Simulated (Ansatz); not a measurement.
# Cl2H4OSi2 + H2O: a complex and its separated parts, part 2 of 2

Ansatz 0.2.0, Gaussian basis. Earlier steps stand in the parts before.

## (13) CAM-B3LYP-D4/def2-TZVPP

The inputs:

parta/in.yaml

```yaml
crystal:
  periodic: [false, false, false]
  atoms:
    - {symbol: Si, position_ang: [-1.020489, -0.344617, -0.780716]}
    - {symbol: Si, position_ang: [0.307441, -1.317783, 0.866421]}
    - {symbol: Cl, position_ang: [-1.050895, -1.510953, -2.472908]}
    - {symbol: Cl, position_ang: [-2.970745, -0.197189, -0.148542]}
    - {symbol: O, position_ang: [-0.434272, 1.132698, -1.131298]}
    - {symbol: H, position_ang: [1.700343, -1.439595, 0.366657]}
    - {symbol: H, position_ang: [-0.243426, -2.663448, 1.165342]}
    - {symbol: H, position_ang: [0.274376, -0.473659, 2.087539]}
    - {symbol: H, position_ang: [-0.877748, 1.666194, -1.794945]}
basis:
  gaussian: {orbitals: def2-TZVPP}
hamiltonian: {xc: {name: CAM-B3LYP}, dispersion: d4}
```

partb/in.yaml

```yaml
crystal:
  periodic: [false, false, false]
  atoms:
    - {symbol: H, position_ang: [1.523601, 2.030950, 1.329333]}
    - {symbol: O, position_ang: [1.697910, 1.426163, 0.605003]}
    - {symbol: H, position_ang: [1.093905, 1.691341, -0.091887]}
basis:
  gaussian: {orbitals: def2-TZVPP}
hamiltonian: {xc: {name: CAM-B3LYP}, dispersion: d4}
```

The same command starts each run, in its folder.

On the command line:

```bash
> ansatz run in.yaml --threads 4 --pin off --events-out ev --progress --plain --max-ram 66560MiB --backend cpu
```

Log of parta (excerpt; [...] marks lines left out):

```text
Functional definition: CAM-B3LYP
  name "CAM-B3LYP"
  cite "Yanai, Tew & Handy, Chem. Phys. Lett. 393, 51 (2004) doi:10.1016/j.cplett.2004.06.011"
  cite "Iikura, Tsuneda, Yanai & Hirao, J. Chem. Phys. 115, 3540 (2001) doi:10.1063/1.1383587"
  cite "Becke, Phys. Rev. A 38, 3098 (1988) doi:10.1103/PhysRevA.38.3098"
  cite "Lee, Yang & Parr, Phys. Rev. B 37, 785 (1988) doi:10.1103/PhysRevB.37.785"
[...]
1595 factors; their error is unknown
330 factors; integrals over basis functions are off by at most 1.2e-5 eV
[...]
mean field -42919.72722364 eV, -1577.2708834328 hartree, gradient 5.8e-5 eV, S^2 0.000000; 0 other end points of the search recorded, 0 dependent functions left out
reference -42919.72737125 eV, -1577.2708888575 hartree; 37, 37 occupied and 218, 218 virtual orbitals, 1595 factors
Total energy: -42919.99016411 eV, -1577.2805463170 hartree
```

Log of partb (excerpt; [...] marks lines left out):

```text
[... 6 set-up lines as earlier in the session ...]
[...]
  # Exact exchange under (alpha + beta erf(omega r))/r, Becke's under what is left of 1/r.
[...]
269 factors; their error is unknown
72 factors; integrals over basis functions are off by at most 1.6e-5 eV
[...]
mean field -2079.99968446 eV, -76.4385785294 hartree, gradient 1.1e-5 eV, S^2 0.000000; 0 other end points of the search recorded, 0 dependent functions left out
reference -2079.99975189 eV, -76.4385810074 hartree; 5, 5 occupied and 54, 54 virtual orbitals, 269 factors
Total energy: -2080.00381787 eV, -76.4387304296 hartree
```

Wall times: 3.4 s (parta), 0.2 s (partb) on 4 threads of AMD EPYC 7R13, shared host.

## (14) wB97X-V/def2-TZVPP

The same edit goes into each in.yaml of step 13 (parta, partb):

```diff
-hamiltonian: {xc: {name: CAM-B3LYP}, dispersion: d4}
+hamiltonian: {xc: {name: wB97X-V}}
```

Each run has its own folder and the same command.

On the command line:

```bash
> ansatz run in.yaml --threads 4 --pin off --events-out ev --progress --plain --max-ram 66560MiB --backend cpu
```

Output in parta (excerpt; [...] marks lines left out):

```text
Functional definition: wB97X-V
  name "wB97X-V"
  cite "Mardirossian & Head-Gordon, Phys. Chem. Chem. Phys. 16, 9904 (2014) doi:10.1039/C3CP54374A"
[... 2 set-up lines as earlier in the session ...]
[...]
      + integral(e_c_pw_opposite_spin*poly(b97_u_opposite, cos0, cos1)) + vv10(b, c)
1589 factors; their error is unknown
297 factors; integrals over basis functions are off by at most 2.3e-5 eV
[...]
mean field -42912.45933770 eV, -1577.0037935510 hartree, gradient 8.2e-5 eV, S^2 0.000000; 0 other end points of the search recorded, 0 dependent functions left out
reference -42912.45933556 eV, -1577.0037934722 hartree; 37, 37 occupied and 218, 218 virtual orbitals, 1589 factors
Total energy: -42912.45933556 eV, -1577.0037934722 hartree
```

Output in partb (excerpt; [...] marks lines left out):

```text
[... 5 set-up lines as earlier in the session ...]
[...]
      + integral(e_c_pw_opposite_spin*poly(b97_u_opposite, cos0, cos1)) + vv10(b, c)
269 factors; their error is unknown
69 factors; integrals over basis functions are off by at most 2.2e-5 eV
[...]
mean field -2079.88767255 eV, -76.4344621678 hartree, gradient 2.2e-5 eV, S^2 0.000000; 0 other end points of the search recorded, 0 dependent functions left out
reference -2079.88767166 eV, -76.4344621349 hartree; 5, 5 occupied and 54, 54 virtual orbitals, 269 factors
Total energy: -2079.88767166 eV, -76.4344621349 hartree
```

They took 6.5 s (parta), 0.3 s (partb) on 4 threads of AMD EPYC 7R13, shared host; peak memory 0.8 GiB.

## (15) wB97M-V/def2-TZVPP

The same edit goes into each in.yaml of step 14 (parta, partb):

```diff
-hamiltonian: {xc: {name: wB97X-V}}
+hamiltonian: {xc: {name: wB97M-V}}
```

The same command starts each run, in its folder.

On the command line:

```bash
> ansatz run in.yaml --threads 4 --pin off --events-out ev --progress --plain --max-ram 66560MiB --backend cpu
```

Log of parta (excerpt; [...] marks lines left out):

```text
Functional definition: wB97M-V
  name "wB97M-V"
  cite "Mardirossian & Head-Gordon, J. Chem. Phys. 144, 214110 (2016) doi:10.1063/1.4952647"
[... 2 set-up lines as earlier in the session ...]
  # Of w^i u^j: cxij and so on, Table III.
[...]
  gx(w, u) = 1 - cx + cx01*u + cx10*w
[...]
      + integral(e_c_pw_mod_opposite_spin*gos(b97_w_opposite, b97_u_opposite)) + vv10(b, c)
1589 factors; their error is unknown
297 factors; integrals over basis functions are off by at most 2.3e-5 eV
[...]
mean field -42916.28857122 eV, -1577.1445152873 hartree, gradient 1.5e-5 eV, S^2 0.000000; 0 other end points of the search recorded, 0 dependent functions left out
reference -42916.28862323 eV, -1577.1445171984 hartree; 37, 37 occupied and 218, 218 virtual orbitals, 1589 factors
Total energy: -42916.28862323 eV, -1577.1445171984 hartree
```

Output in partb (excerpt; [...] marks lines left out):

```text
[... 5 set-up lines as earlier in the session ...]
  # Of w^i u^j: cxij and so on, Table III.
[...]
  gx(w, u) = 1 - cx + cx01*u + cx10*w
[...]
      + integral(e_c_pw_mod_opposite_spin*gos(b97_w_opposite, b97_u_opposite)) + vv10(b, c)
269 factors; their error is unknown
69 factors; integrals over basis functions are off by at most 2.2e-5 eV
[...]
mean field -2079.85938299 eV, -76.4334225457 hartree, gradient 2.9e-5 eV, S^2 0.000000; 0 other end points of the search recorded, 0 dependent functions left out
reference -2079.85940500 eV, -76.4334233545 hartree; 5, 5 occupied and 54, 54 virtual orbitals, 269 factors
Total energy: -2079.85940500 eV, -76.4334233545 hartree
```

Wall times: 7 s (parta), 0.35 s (partb) on 4 threads of AMD EPYC 7R13, shared host; peak memory 0.82 GiB.

## (16) B2PLYP/def2-TZVPP

The same edit goes into each in.yaml of step 15 (parta, partb):

```diff
-hamiltonian: {xc: {name: wB97M-V}}
+hamiltonian: {xc: {name: B2PLYP}}
```

One command serves all of them, each in its own folder.

On the command line:

```bash
> ansatz run in.yaml --threads 4 --pin off --events-out ev --progress --plain --max-ram 66560MiB --backend cpu
```

Log of parta (excerpt; [...] marks lines left out):

```text
Functional definition: B2PLYP
  name "B2PLYP"
  cite "Grimme, J. Chem. Phys. 124, 034108 (2006) doi:10.1063/1.2148954"
[... 2 set-up lines as earlier in the session ...]
[...]
1498 factors; integrals over basis functions are off by at most 7.4e-4 eV
[...]
mean field -42896.68648945 eV, -1576.4241520687 hartree, gradient 3.8e-6 eV, S^2 0.000000; 0 other end points of the search recorded, 0 dependent functions left out
21 core orbitals not correlated: weight in the atoms' cores, before any rotation towards them, 1.000 or more for the frozen orbitals, at most 0.000 for the correlated occupied ones
reference -42896.68668144 eV, -1576.4241591245 hartree; 16, 16 occupied and 218, 218 virtual orbitals, 1498 factors
second order -28.40550229 eV of doubles, -0.00000000 eV of singles
Total energy: -42904.35616706 eV, -1576.7060075224 hartree
```

partb printed (excerpt; [...] marks lines left out):

```text
[... 5 set-up lines as earlier in the session ...]
[...]
361 factors; integrals over basis functions are off by at most 7.6e-4 eV
[...]
mean field -2077.03827517 eV, -76.3297487454 hartree, gradient 8.4e-7 eV, S^2 0.000000; 0 other end points of the search recorded, 0 dependent functions left out
1 core orbitals not correlated: weight in the atoms' cores, before any rotation towards them, 1.000 or more for the frozen orbitals, at most 0.000 for the correlated occupied ones
reference -2077.03836020 eV, -76.3297518700 hartree; 4, 4 occupied and 54, 54 virtual orbitals, 361 factors
second order -8.41874572 eV of doubles, -0.00000000 eV of singles
Total energy: -2079.31142154 eV, -76.4132853337 hartree
```

Times: 4.3 s (parta), 0.2 s (partb) on 4 threads of AMD EPYC 7R13, shared host.

## (17) PBE-QIDH/def2-TZVPP

Each input of step 16 (parta, partb) changes in the same lines:

```diff
-hamiltonian: {xc: {name: B2PLYP}}
+hamiltonian: {xc: {name: PBE-QIDH}}
```

The same command starts each run, in its folder.

On the command line:

```bash
> ansatz run in.yaml --threads 4 --pin off --events-out ev --progress --plain --max-ram 66560MiB --backend cpu
```

Output in parta (excerpt; [...] marks lines left out):

```text
Functional definition: PBE-QIDH
  name "PBE-QIDH"
  cite "Brémond, Sancho-García, Pérez-Jiménez & Adamo, J. Chem. Phys. 141, 031101 (2014) doi:10.1063/1.4890314"
[... 1 set-up line as earlier in the session ...]
[...]
1498 factors; integrals over basis functions are off by at most 7.4e-4 eV
[...]
mean field -42884.11939963 eV, -1575.9623200361 hartree, gradient 4.3e-6 eV, S^2 0.000000; 0 other end points of the search recorded, 0 dependent functions left out
21 core orbitals not correlated: weight in the atoms' cores, before any rotation towards them, 1.000 or more for the frozen orbitals, at most 0.000 for the correlated occupied ones
reference -42884.11941348 eV, -1575.9623205453 hartree; 16, 16 occupied and 218, 218 virtual orbitals, 1498 factors
second order -26.37801478 eV of doubles, -0.00000000 eV of singles
Total energy: -42892.91208507 eV, -1576.2854452665 hartree
```

Output in partb (excerpt; [...] marks lines left out):

```text
[... 4 set-up lines as earlier in the session ...]
[...]
361 factors; integrals over basis functions are off by at most 7.6e-4 eV
[...]
mean field -2075.58434632 eV, -76.2763178458 hartree, gradient 2.2e-6 eV, S^2 0.000000; 0 other end points of the search recorded, 0 dependent functions left out
1 core orbitals not correlated: weight in the atoms' cores, before any rotation towards them, 1.000 or more for the frozen orbitals, at most 0.000 for the correlated occupied ones
reference -2075.58435182 eV, -76.2763180477 hartree; 4, 4 occupied and 54, 54 virtual orbitals, 361 factors
second order -7.85900942 eV of doubles, -0.00000000 eV of singles
Total energy: -2078.20402162 eV, -76.3725891374 hartree
```

They took 5.5 s (parta), 0.25 s (partb) on 4 threads of AMD EPYC 7R13, shared host.

## (18) RPA on PBE/def2-TZVPP

Each input of step 17 (parta, partb) changes in the same lines:

```diff
-hamiltonian: {xc: {name: PBE-QIDH}}
+hamiltonian: {xc: pbe}
+correlation: {method: rpa}
```

The same command starts each run, in its folder.

On the command line:

```bash
> ansatz run in.yaml --threads 4 --pin off --events-out ev --progress --plain --max-ram 66560MiB --backend cpu
```

Output in parta (excerpt; [...] marks lines left out):

```text
[... 4 set-up lines as earlier in the session ...]
[...]
1498 factors; integrals over basis functions are off by at most 7.4e-4 eV
[...]
mean field -42898.60200363 eV, -1576.4945459166 hartree, gradient 3.5e-6 eV, S^2 0.000000; 0 other end points of the search recorded, 0 dependent functions left out
21 core orbitals not correlated: weight in the atoms' cores, before any rotation towards them, 1.000 or more for the frozen orbitals, at most 0.000 for the correlated occupied ones
reference -42837.09469583 eV, -1574.2341940460 hartree; 16, 16 occupied and 218, 218 virtual orbitals, 1498 factors
Total energy: -42876.13941417 eV, -1575.6690609796 hartree
```

Log of partb (excerpt; [...] marks lines left out):

```text
[... 4 set-up lines as earlier in the session ...]
[...]
361 factors; integrals over basis functions are off by at most 7.6e-4 eV
[...]
mean field -2078.40755941 eV, -76.3800690131 hartree, gradient 2.1e-6 eV, S^2 0.000000; 0 other end points of the search recorded, 0 dependent functions left out
1 core orbitals not correlated: weight in the atoms' cores, before any rotation towards them, 1.000 or more for the frozen orbitals, at most 0.000 for the correlated occupied ones
reference -2069.53695254 eV, -76.0540802232 hartree; 4, 4 occupied and 54, 54 virtual orbitals, 361 factors
Total energy: -2080.48260975 eV, -76.4563257065 hartree
```

Times: 3.9 s (parta), 0.2 s (partb) on 4 threads of AMD EPYC 7R13, shared host.

## (19) CCSD(T)/def2-TZVPP

The same edit goes into each in.yaml of step 18 (parta, partb):

```diff
-hamiltonian: {xc: pbe}
-correlation: {method: rpa}
+correlation: {method: ccsd_t}
```

On the command line:

```bash
> ansatz run in.yaml --threads 4 --pin off --events-out ev --progress --plain --max-ram 66560MiB --backend cuda --devices 0, --max-vram 37GiB   # in parta
> ansatz run in.yaml --threads 4 --pin off --events-out ev --progress --plain --max-ram 66560MiB --backend cpu   # in partb
```

Output in parta (excerpt; [...] marks lines left out):

```text
Functional definition: HF
  name "HF"
  cite "Fock, Z. Phys. 61, 126 (1930) doi:10.1007/BF01340294"
[... 1 set-up line as earlier in the session ...]
[...]
1498 factors; integrals over basis functions are off by at most 7.4e-4 eV
[...]
mean field -42838.99250954 eV, -1574.3039374135 hartree, gradient 6.9e-6 eV, S^2 0.000000; 0 other end points of the search recorded, 0 dependent functions left out
21 core orbitals not correlated: weight in the atoms' cores, before any rotation towards them, 1.000 or more for the frozen orbitals, at most 0.000 for the correlated occupied ones
reference -42838.99250954 eV, -1574.3039374135 hartree; 16, 16 occupied and 218, 218 virtual orbitals, 1498 factors
second order -23.34158184 eV of doubles, -0.00000000 eV of singles
cycle   1  -24.29477068 eV  change   -9.5e-1 eV  update   1.0e-1
[...]
cycle   8  -24.96511194 eV  change   -8.5e-6 eV  update   3.5e-5
perturbative correction -0.99950083 eV, -0.0367309779 hartree
Total energy: -42864.95712231 eV, -1575.2581193333 hartree
```

partb printed (excerpt; [...] marks lines left out):

```text
[... 4 set-up lines as earlier in the session ...]
[...]
361 factors; integrals over basis functions are off by at most 7.6e-4 eV
[...]
mean field -2069.76240033 eV, -76.0623652769 hartree, gradient 3.6e-6 eV, S^2 0.000000; 0 other end points of the search recorded, 0 dependent functions left out
1 core orbitals not correlated: weight in the atoms' cores, before any rotation towards them, 1.000 or more for the frozen orbitals, at most 0.000 for the correlated occupied ones
reference -2069.76240033 eV, -76.0623652769 hartree; 4, 4 occupied and 54, 54 virtual orbitals, 361 factors
second order -7.10557993 eV of doubles, -0.00000000 eV of singles
cycle   1  -7.11163776 eV  change   -6.1e-3 eV  update   4.1e-2
[...]
cycle   8  -7.26609570 eV  change    3.3e-6 eV  update   7.2e-6
perturbative correction -0.20740485 eV, -0.0076219876 hartree
Total energy: -2077.23590088 eV, -76.3370113562 hartree
```

They took 7.5 s (parta, 1 × a share of an NVIDIA H100 with 4 threads of AMD EPYC 7R13, shared host), 0.3 s (partb, 4 threads of AMD EPYC 7R13, shared host); peak memory 0.79 GiB.

## (20) Vibrations of Cl2H4OSi2

Contents of vib-parta/in.yaml:

```yaml
crystal:
  periodic: [false, false, false]
  atoms:
    - {symbol: Si, position_ang: [-1.020489, -0.344617, -0.780716]}
    - {symbol: Si, position_ang: [0.307441, -1.317783, 0.866421]}
    - {symbol: Cl, position_ang: [-1.050895, -1.510953, -2.472908]}
    - {symbol: Cl, position_ang: [-2.970745, -0.197189, -0.148542]}
    - {symbol: O, position_ang: [-0.434272, 1.132698, -1.131298]}
    - {symbol: H, position_ang: [1.700343, -1.439595, 0.366657]}
    - {symbol: H, position_ang: [-0.243426, -2.663448, 1.165342]}
    - {symbol: H, position_ang: [0.274376, -0.473659, 2.087539]}
    - {symbol: H, position_ang: [-0.877748, 1.666194, -1.794945]}
basis:
  gaussian: {orbitals: def2-TZVP}
hamiltonian: {xc: pbe0, dispersion: d4}
phonons: {temperatures: {t_min: 298.15, t_max: 900, t_step: 200}}
```

On the command line:

```bash
> ansatz run in.yaml --threads 4 --pin off --events-out ev --progress --plain --max-ram 66560MiB --backend cuda --devices 0, --max-vram 37GiB
```

What it wrote (excerpt; [...] marks lines left out):

```text
[... 5 set-up lines as earlier in the session ...]
[...]
1399 factors; their error is unknown
[...]
mean field -42902.18745493 eV, -1576.6263088215 hartree, gradient 1.6e-5 eV, S^2 0.000000; 0 other end points of the search recorded, 0 dependent functions left out
[...]
Atom 7 at     0.274376    -0.473659     2.087539 Å, force    -0.000518     0.000812    -0.000577 eV/Å
Atom 8 at    -0.877748     1.666194    -1.794945 Å, force    -0.000492     0.000705    -0.001424 eV/Å
Dipole moment:     0.100175     0.160694    -0.006751 e Å
Vibrations: 95.47 97.92 121.47 184.89 189.01 241.02 295.78 400.04 502.91 516.47 562.72 586.07 814.44 864.62 929.97 932.72 950.62 2230.33 2245.79 2247.27 3896.29 cm⁻¹, zero-point energy 1.172011 eV
```

Run time: 73 s. Hardware: 1 × a share of an NVIDIA H100 with 4 threads of AMD EPYC 7R13, shared host; peak host memory 0.87 GiB.

The modes, with what each moves most:

```tsv
mode	wavenumber (cm⁻¹)	character
1	95	torsion
2	98	bend with torsion
3	121	bend
4	185	torsion
5	189	torsion with bend
6	241	bend
7	296	torsion with bend
8	400	Si–Cl and Si–Si stretch
9	503	bend with Si–Cl stretch
10	516	bend
11	563	Si–Cl and Si–Si stretch
12	586	Si–Cl stretch
13	814	bend
14	865	bend
15	930	bend with wag or twist
16	933	bend with wag or twist
17	951	Si–O stretch
18	2230	Si–H stretch
19	2246	Si–H stretch
20	2247	Si–H stretch
21	3896	O–H stretch
```

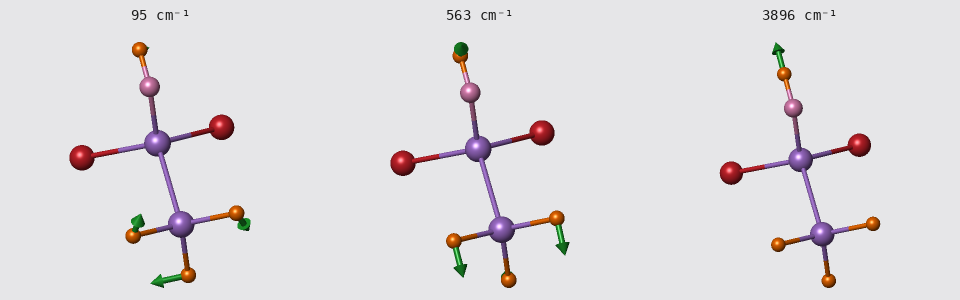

Displacements of 3 modes, as arrows.

Vibrational sums (real modes only):

```tsv
T (K)	entropy (J/mol/K)	heat capacity (J/mol/K)
298	91.3	90.6
498	144.9	117.5
698	187.1	132.3
898	221.7	142.1
```

## (21) Vibrations of H2O

Contents of vib-partb/in.yaml:

```yaml
crystal:
  periodic: [false, false, false]
  atoms:
    - {symbol: H, position_ang: [1.523601, 2.030950, 1.329333]}
    - {symbol: O, position_ang: [1.697910, 1.426163, 0.605003]}
    - {symbol: H, position_ang: [1.093905, 1.691341, -0.091887]}
basis:
  gaussian: {orbitals: def2-TZVP}
hamiltonian: {xc: pbe0, dispersion: d4}
phonons: {temperatures: {t_min: 298.15, t_max: 900, t_step: 200}}
```

On the command line:

```bash
> ansatz run in.yaml --threads 4 --pin off --events-out ev --progress --plain --max-ram 66560MiB --backend cpu
```

What it wrote (excerpt; [...] marks lines left out):

```text
[... 5 set-up lines as earlier in the session ...]
[...]
239 factors; their error is unknown
[...]
mean field -2078.33307677 eV, -76.3773318267 hartree, gradient 1.2e-5 eV, S^2 0.000000; 0 other end points of the search recorded, 0 dependent functions left out
[...]
Total energy: -2078.33734663 eV, -76.3774887411 hartree
Atom 0 at     1.523601     2.030950     1.329333 Å, force     0.000169    -0.000193    -0.000013 eV/Å
Atom 1 at     1.697910     1.426163     0.605003 Å, force    -0.000342     0.000382     0.000012 eV/Å
Atom 2 at     1.093905     1.691341    -0.091887 Å, force     0.000173    -0.000190     0.000001 eV/Å
Dipole moment:    -0.286983     0.320776     0.010116 e Å
Vibrations: 1622.91 3851.53 3959.24 cm⁻¹, zero-point energy 0.584814 eV
```

It took 0.45 s on 4 threads of AMD EPYC 7R13, shared host.

Wavenumbers and character of the modes:

```tsv
mode	wavenumber (cm⁻¹)	character
1	1623	bend
2	3852	O–H stretch
3	3959	O–H stretch
```

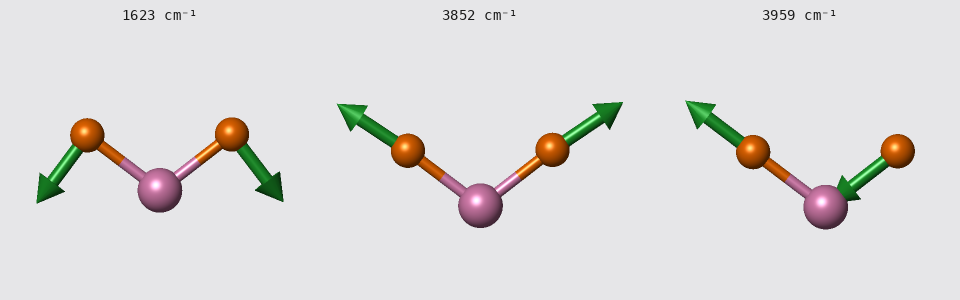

How the atoms move in 3 of the modes.

Vibrational sums (real modes only):

```tsv
T (K)	entropy (J/mol/K)	heat capacity (J/mol/K)
298	0.0	0.2
498	0.4	1.7
698	1.4	3.9
898	2.6	6.1
```

## (22) Complex less separated parts

The complex's own energies come from single points at the same levels.

Rows are in def2-TZVPP.

Differences are taken before rounding.

```tsv
method	rung	complex less parts (kcal/mol)	from CCSD(T) (kcal/mol)
SPW92	LDA	-9.6	-4.5
PBE-D4	GGA	-6.2	-1.1
BLYP-D4	GGA	-5.9	-0.8
r2SCAN-D4	meta-GGA	-5.8	-0.7
B97M-V	meta-GGA	-5.8	-0.7
PBE0-D4	hybrid	-5.7	-0.6
B3LYP-D4	hybrid	-5.8	-0.7
r2SCAN0-D4	hybrid	-5.7	-0.6
BHLYP-D4	hybrid	-5.9	-0.8
CAM-B3LYP-D4	range-separated hybrid	-6.2	-1.1
wB97X-V	range-separated hybrid	-5.7	-0.6
wB97M-V	range-separated hybrid	-6.2	-1.0
B2PLYP	double hybrid	-4.3	+0.8
PBE-QIDH	double hybrid	-4.8	+0.3
RPA on PBE	RPA	-4.3	+0.8
Hartree-Fock	wavefunction	-1.4	+3.7
MP2	wavefunction	-5.3	-0.1
CCSD	wavefunction	-4.5	+0.6
CCSD(T)	wavefunction	-5.1	0
```

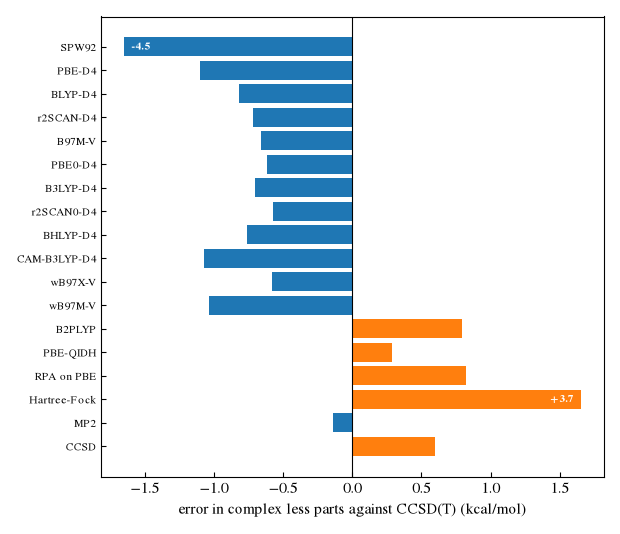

Error of each method against CCSD(T). Bars with a number in them are cut short.

The complex's zero-point energy, from a separate PBE0-D4 run, is 1.842 eV.

## (23) Outcome

What follows sums up all 2 parts.

```
                              quantity          value
complex less parts, CCSD(T)/def2-TZVPP  -5.1 kcal/mol
                with zero-point energy  -3.1 kcal/mol
                 largest T1 diagnostic          0.011
```

In words: At CCSD(T) the complex lies 5.1 kcal/mol below its parts. The functionals run from PBE-QIDH, off by +0.3 kcal/mol, to SPW92, off by -4.5 kcal/mol, against CCSD(T). Mean unsigned error by rung: LDA 4.5, GGA 1.0, meta-GGA 0.7, hybrid 0.7, range-separated hybrid 0.9, double hybrid 0.5 kcal/mol. The double hybrids carry no dispersion term here, unlike the levels marked D4 or V. PBE-D4 gives a relative energy 1.1 kcal/mol too low, outside chemical accuracy (1 kcal/mol). No counterpoise was applied, and triple zeta lacks some correlation, so the CCSD(T) reference has a basis error of its own, and close matches with it are partly luck.
